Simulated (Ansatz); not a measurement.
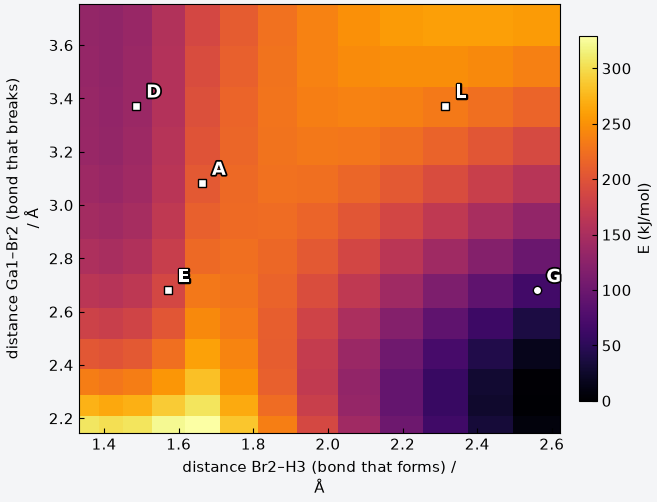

The reacting system BrGaH2 (fragments BrGaH₂ where the first distance is long, GaH + BrH where the second is long). First axis: distance Br2–H3 (bond that forms). Second axis: distance Ga1–Br2 (bond that breaks). Relaxed at each point: all other coordinates. The scan uses a 13 × 13 grid. Points are written as (first, second). Energies are in kJ/mol, from the lowest grid point. Energies and slopes of some neighbouring points disagree (a jump in structure or state, or too coarse a mesh). The reference is spin-restricted, so regions where a bond is pulled apart into radicals lie too high. Method: RHF/def2-TZVP (Ansatz 0.2.0).

Drawn: one coloured cell a grid point, lettered points.

**Is E the lowest point of the computed grid?**

No. E lies 187 kJ/mol above the lowest grid point, which is at (2.559 Å, 2.245 Å).

**Rank the lettered points by energy, lowest first.**

G (66 kJ/mol), D (138 kJ/mol), E (187 kJ/mol), A (205 kJ/mol), L (232 kJ/mol).
